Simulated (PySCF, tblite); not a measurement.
# C₃H₆N₂O₂Si: geometry, infrared bands and NMR shifts

Wanted: the infrared bands and NMR shifts of C₃H₆N₂O₂Si (`[SiH3]OCc1ncon1`), by calculation.

Computed with tblite 0.8.0 and PySCF 2.14.0, with density-fitted response routines of our own, on a single molecule in the gas phase. Atoms count from 0, in the outputs and in this text.

## 1. The molecule as given

14 atoms, charge 0, multiplicity 1; geometry from: force field or distance geometry start.

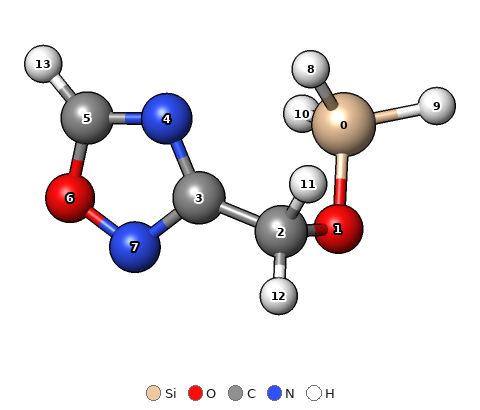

The starting geometry (silicon light orange, oxygen red, carbon grey, nitrogen blue, hydrogen white), atoms numbered.

## 2. Geometry optimisation with GFN2-xTB

Job settings and geometry (Å):

```
{"job": {"kind": "relax", "xc": "GFN2-xTB", "basis": "xTB"}, "charge": 0, "multiplicity": 1}
Si    -1.536500     1.161400    -0.252700
O     -1.839100    -0.486300     0.020600
C     -0.820700    -1.183200    -0.645100
C      0.461200    -0.741200    -0.107600
N      1.284600     0.252400    -0.448200
C      2.369000     0.276800     0.334500
O      2.212100    -0.714900     1.178000
N      1.092300    -1.338300     0.949800
H     -0.619900     1.330200    -1.375800
H     -2.860700     1.768400    -0.597600
H     -1.106100     1.801300     0.989200
H     -0.875700    -0.811800    -1.712500
H     -0.989900    -2.271400    -0.616800
H      3.228900     0.956100     0.312100
```

Command:

```sh
OMP_NUM_THREADS=1 python probes_run.py task.json out
```

This one command runs all jobs of the session in turn.

**Question.** This job is followed by: GFN2-xTB harmonic vibrations, gas phase; GIAO PBE0/pcSseg-1 NMR shielding, non-relativistic, gas phase. What will the session give for the following? strongest single infrared mode (GFN2-xTB); zero-point energy (GFN2-xTB); 13C shifts against TMS (PBE0/pcSseg-1); 1H shifts against TMS (PBE0/pcSseg-1, means over atoms taken as alike); 29Si shifts against TMS (PBE0/pcSseg-1); 17O shifts against H2O (PBE0/pcSseg-1); 15N shifts against NH3 (PBE0/pcSseg-1); surface potential, least and greatest.

The runs gave:

| quantity | value |
| --- | --- |
| strongest single infrared mode (GFN2-xTB) | 2233 cm⁻¹, 384 km/mol |
| zero-point energy (GFN2-xTB) | 57.5 kcal/mol |
| 13C shifts against TMS (PBE0/pcSseg-1) | 173.1, 171.9, 61.1 ppm |
| 1H shifts against TMS (PBE0/pcSseg-1, means over atoms taken as alike) | 8.75, 5.30, 4.96 ppm |
| 29Si shifts against TMS (PBE0/pcSseg-1) | -37.4 ppm |
| 17O shifts against H2O (PBE0/pcSseg-1) | 419.2, 3.6 ppm |
| 15N shifts against NH3 (PBE0/pcSseg-1) | 396.5, 283.7 ppm |
| surface potential, least and greatest | -1.26 V and 1.86 V |

In words: The optimisation took 93 steps and gained 1.188 eV; among the close pairs (by a distance rule), Si0–O1 changed most, from 1.697 to 1.628 Å. No mode is imaginary among the 36: a minimum at this level. The strongest single mode, at 2233 cm⁻¹, moves mainly H10. GFN2-xTB is a fitted tight-binding method: band positions and strengths are rough. Its intensities can rank the bands wrongly. NICS(1)zz of -29 ppm above the planar ring from C3 marks a diatropic (aromatic) ring current. At PBE0/pcSseg-1, counted by nearest atom on the grid, the HOMO lies on O1 47 %; H10 18 %, the LUMO on C5 28 %; N7 22 %.
